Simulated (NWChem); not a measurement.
# UB3LYP/pcseg-2 run of AlNH2F (SMILES [NH2][Al][F])

What is the vertical ionisation energy of AlNH2F at UB3LYP/pcseg-2? 

Program for the calculation: NWChem 7.3.0.

27 further runs of the same task are left out: 27 set aside as unsound or not needed.

**1. The system as given**

AlNH2F has 5 atoms, charge 0, and is taken as a doublet. SMILES: `[NH2][Al][F]`. Geometry: relaxed at PBE0-D4/def2-TZVP. This is one conformer, not always the lowest.

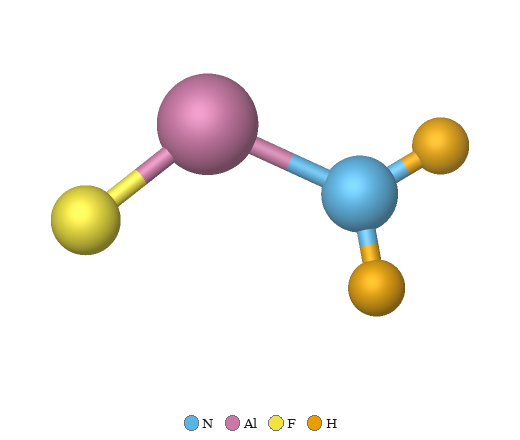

Viewed from a chosen angle; nitrogen blue, aluminium pink, fluorine yellow, hydrogen amber.

**2. A single-point energy at UB3LYP/pcseg-2**

Contents of calc.nw:

```
start calc
title "AlFH2N"
memory 2200 mb

geometry units angstroms noautosym nocenter noautoz
 N    -0.384700    0.499000   -0.263800
 Al    0.632000   -0.282800    0.949500
 F     1.228700   -1.786800    0.590000
 H    -0.804300    1.408300   -0.162700
 H    -0.621700    0.088600   -1.154400
end

basis spherical bse
 * library pcseg-2
end

dft
 xc b3lyp
 mult 2
 grid fine
 convergence energy 1e-08
 maxiter 100
 mulliken
 noprint "final vectors analysis"
end

task dft energy
```

Command:

```bash
$ nwchem calc.nw > calc.out
```

The program printed:

```text
[...]
          Wavefunction type:  spin polarized.
          No. of atoms     :     5
          No. of electrons :    31
[...]
          Charge           :     0
          Spin multiplicity:     2
[...]
          AO basis - number of functions:   122
[...]
              XC Information
              --------------
                         B3LYP Method XC Potential
                     Hartree-Fock (Exact) Exchange  0.200
                        Slater Exchange Functional  0.800 local
                    Becke 1988 Exchange Functional  0.720 non-local
              Lee-Yang-Parr Correlation Functional  0.810
                  VWN I RPA Correlation Functional  0.190 local
[...]
 d= 0,ls=0.0,diis     1   -398.3078839344 -4.90D+02  6.30D-03  2.42D-01     4.1
[...]
 d= 0,ls=0.0,diis    11   -398.4101906519 -2.77D-09  1.10D-07  2.95D-10    38.9
[...]
         Total DFT energy =     -398.410190651870
      One electron energy =     -736.115705615028
           Coulomb energy =      282.631273017804
    Exchange-Corr. energy =      -36.912159247308
 Nuclear repulsion energy =       91.986401192663
[...]
      Total Density - Mulliken Population Analysis
     ---------------------------------------------
    Atom       Charge   Shell Charges
 -----------   ------   -------------------------------------------------------
    1 N    7     7.62   2.00  0.57  0.67  0.19  1.66  1.71  0.81  0.00  0.00  0.00
    2 Al  13    12.19   2.00  0.50  1.48  0.66  0.43  5.89  0.40  0.51  0.08  0.01  0.20  0.03
    3 F    9     9.50   2.00  0.64  0.93  0.37  2.39  2.22  0.94  0.00  0.01  0.00
    4 H    1     0.85   0.43  0.33  0.02  0.01  0.06  0.00
    5 H    1     0.84   0.43  0.31  0.02  0.01  0.06  0.00
[...]
      <S2> =      0.7512 (Exact =     0.7500)
[...]
```

It took 40 s on 1 thread of Intel Xeon Platinum 8488C (Sapphire Rapids), shared host; peak memory 0.12 GiB.

**3. The singlet cation at the same level**

Contents of nw.nw:

```
echo
start nw
memory 2200 mb
charge 1

geometry units angstrom noautosym nocenter noautoz
N     -0.384700     0.499000    -0.263800
Al     0.632000    -0.282800     0.949500
F      1.228700    -1.786800     0.590000
H     -0.804300     1.408300    -0.162700
H     -0.621700     0.088600    -1.154400
end

basis "ao basis" spherical bse
* library pcseg-2
end

dft
xc b3lyp
grid fine
convergence energy 1e-08
iterations 100
mulliken
noprint "final vectors analysis"
end

task dft energy
```

Command:

```bash
$ nwchem nw.nw > nw.out
```

The program printed:

```text
[...]
          Wavefunction type:  closed shell.
          No. of atoms     :     5
          No. of electrons :    30
[...]
          Charge           :     1
          Spin multiplicity:     1
[...]
          AO basis - number of functions:   122
[...]
              XC Information
              --------------
                         B3LYP Method XC Potential
                     Hartree-Fock (Exact) Exchange  0.200
                        Slater Exchange Functional  0.800 local
                    Becke 1988 Exchange Functional  0.720 non-local
              Lee-Yang-Parr Correlation Functional  0.810
                  VWN I RPA Correlation Functional  0.190 local
[...]
 d= 0,ls=0.0,diis     1   -397.8214228573 -4.90D+02  1.73D-02  3.42D+00     3.6
[...]
 d= 0,ls=0.5,diis    25   -398.0924131664 -9.65D-09  7.09D-07  1.55D-08    68.8
         Total DFT energy =     -398.092413170974
      One electron energy =     -727.832489968405
           Coulomb energy =      274.373269286566
    Exchange-Corr. energy =      -36.619593681797
 Nuclear repulsion energy =       91.986401192663
[...]
      Total Density - Mulliken Population Analysis
     ---------------------------------------------
    Atom       Charge   Shell Charges
 -----------   ------   -------------------------------------------------------
    1 N    7     7.54   2.00  0.56  0.68  0.18  1.66  1.74  0.72  0.00  0.00  0.00
    2 Al  13    11.54   2.00  0.50  1.48  0.61  0.04  5.89  0.38  0.38  0.01  0.01  0.20  0.03
    3 F    9     9.36   2.00  0.65  0.94  0.35  2.37  2.21  0.83  0.00  0.01  0.00
    4 H    1     0.79   0.42  0.30 -0.00  0.01  0.05  0.00
    5 H    1     0.76   0.41  0.27  0.00  0.01  0.05  0.00
[...]
```

Run time: 72 s. Hardware: 1 thread of Intel Xeon Platinum 8488C (Sapphire Rapids), shared host; peak memory 0.12 GiB.

**4. What came out**

At UB3LYP/pcseg-2:

| quantity | value |
| --- | --- |
| doublet AlNH2F: total energy | -398.41019 Eh |
| doublet AlNH2F: dipole moment | 2.29 D |
| doublet AlNH2F: ⟨S²⟩ | 0.751 |
| singlet cation: total energy | -398.09241 Eh |
| vertical ionisation energy (to the singlet cation) | 8.647 eV |

What this shows: The vertical ionisation energy comes to 8.65 eV (834 kJ/mol). Only the singlet of the ionised species was computed; a triplet could lie lower.
